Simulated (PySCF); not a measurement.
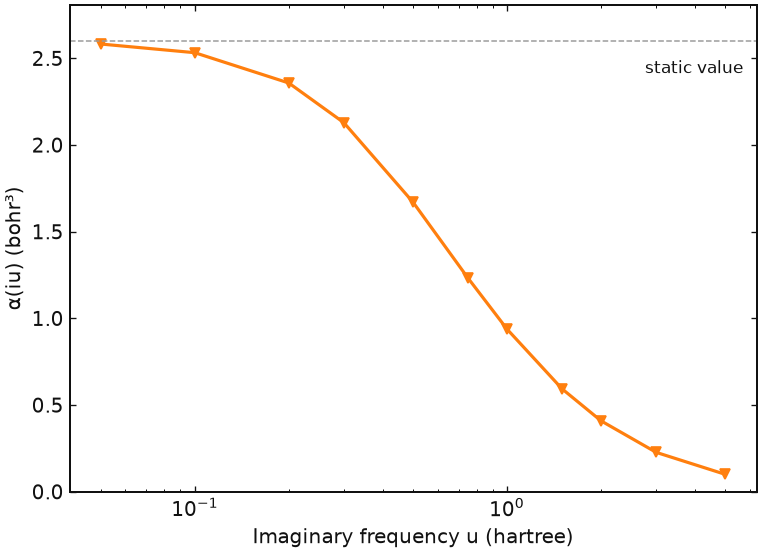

Dipole polarisability at imaginary frequency of N²⁺ ([He] 2s² 2p). Coupled response at the PBE0 level; PySCF, aug-cc-pVTZ, non-relativistic, unrestricted single determinants, no spin-orbit coupling.

### Describe the response.

The static dipole polarisability is 2.60 bohr³; α(iu) falls to half of it near u = 0.70 hartree. The Casimir–Polder integral gives C₆ = 3.70 hartree bohr⁶ for two such species.
